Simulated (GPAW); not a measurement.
Consider ZrCo3B2 (P6/mmm).

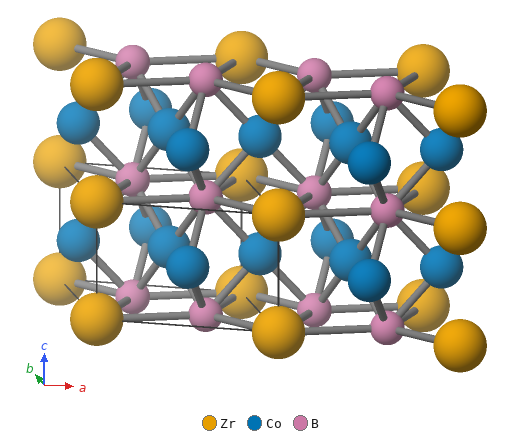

The structure (zirconium orange, cobalt blue, boron pink). 2×1×2 cells are drawn. Some periodic images of atoms are drawn too.

```
Zr Co B
1.0
     4.86300    0.00000    0.00000
    -2.43150    4.21148    0.00000
     0.00000    0.00000    3.04300
Zr Co B
1 3 2
Direct
  0.00000 0.00000 0.00000
  0.00000 0.50000 0.50000
  0.50000 0.50000 0.50000
  0.50000 0.00000 0.50000
  0.66667 0.33333 0.00000
  0.33333 0.66667 0.00000
```

Absorber: atom 2, with 4 B at 2.07 Å and 4 Co at 2.43 Å (8-fold, site symmetry mmm). Method: GPAW, LDA, excited-electron core hole (neutral cell), 18-atom cell with 5.7 Å between holes, 3×3×3 k points, dipole transitions, Gaussian full width 1.33 eV up to 4 eV, rising linearly to 3.5 eV at 25 eV.

**Question.** Where do the maxima of the Co K edge fall?

Main maxima up to 30 eV above the zero (height): 0.9 eV (0.58), 5.2 eV (0.44), 16.8 eV (2.09) and 29.8 eV (1.75). A K edge sees empty p states, which here mix into the lowest empty bands, so that weight starts at the zero. The total-energy difference is 7689.16 eV. The tabulated edge of the element is 7709 eV. The functional leaves an error in such absolute values: in the free atom LDA prices this hole 16.9 eV below PBE (computed apart), and PBE is itself good to a few eV.

The Co K spectrum (energy from the lowest empty level; intensity scaled to a mean of 1 over the first 20 eV; polarised curves are means over the symmetry-equivalent atoms):

| E (eV) | isotropic | ε ⊥ c | ε ∥ c |
| --- | --- | --- | --- |
| -2.0 | 0.00 | 0.00 | 0.00 |
| -0.5 | 0.12 | 0.09 | 0.19 |
| 1.0 | 0.58 | 0.43 | 0.89 |
| 2.5 | 0.29 | 0.19 | 0.49 |
| 4.0 | 0.33 | 0.26 | 0.47 |
| 5.5 | 0.43 | 0.36 | 0.56 |
| 7.0 | 0.36 | 0.42 | 0.26 |
| 8.5 | 0.60 | 0.75 | 0.29 |
| 10.0 | 1.10 | 1.40 | 0.50 |
| 11.5 | 1.18 | 1.38 | 0.78 |
| 13.0 | 1.23 | 1.32 | 1.04 |
| 14.5 | 1.51 | 1.43 | 1.68 |
| 16.0 | 1.98 | 1.81 | 2.32 |
| 17.5 | 1.97 | 1.79 | 2.34 |
| 19.0 | 1.47 | 1.48 | 1.45 |
| 20.5 | 1.41 | 1.52 | 1.20 |
| 22.0 | 1.38 | 1.45 | 1.26 |
| 23.5 | 1.30 | 1.31 | 1.27 |
| 25.0 | 1.43 | 1.34 | 1.60 |
| 26.5 | 1.57 | 1.37 | 1.97 |
| 28.0 | 1.66 | 1.41 | 2.15 |
| 29.5 | 1.74 | 1.57 | 2.10 |
| 31.0 | 1.68 | 1.57 | 1.89 |

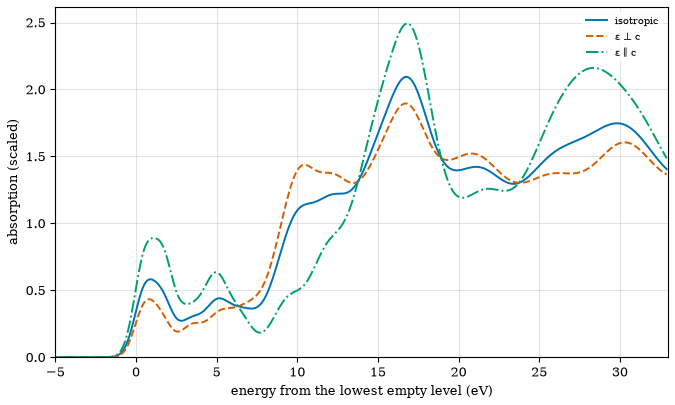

The Co K edge.

The hole lies in one spin channel, while the script sums the empty states of both and takes the lower zero; where the two channels are split, this blurs and shifts the curve. Quadrupole 1s→3d transitions, which feed the pre-edge, are not in the dipole spectrum. The starting moments shrank to 0.00 μB or less, so this is hardly a magnetic state. The holes are only 5.7 Å apart, so the shape is probably not converged with cell size; no larger cell was run here. The mesh is coarse (0.37 Å⁻¹ between points), so small maxima may be mesh ripples. Lifetime broadening is put in by hand, and intensities beyond about 20 eV depend on it and on the partial waves. The structure is a published determination, not relaxed.

[Banner, clock and machine lines of the logs are left out without a mark of their own.]

[Logs are printed without paths, hosts, clocks, repeated set-up lines and the standing remarks that a program may print on its own settings, such as how far it seeks lower states.]

[Hosts, paths, dates, database ids (printed as entryN), source tags and the programs' standing remarks are cut or masked in the printed files.]

[Lists of maxima count a maximum above −3 eV only where it reaches 4 % of the highest in the window and stands out from its surroundings by 2 % of it (1.5 % where it reaches 55 %); shoulders and weaker maxima are passed over, and of the rest the first, up to two pre-edge ones and the few strongest are named.]
